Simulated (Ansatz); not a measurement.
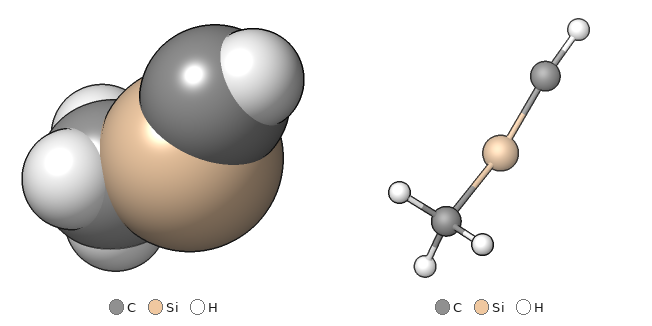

Source: calculation with Ansatz.

Two views of one molecule.

### Count the atoms of each element.

C2H4Si, 7 atoms: 2 carbon, 4 hydrogen and 1 silicon.

### Give the symmetry (Schoenflies symbol).

Cs.

### How many sets of symmetry-equivalent atoms are there?

6: 1 C, 1 Si, 1 C, 1 H, 1 H, 2 H.
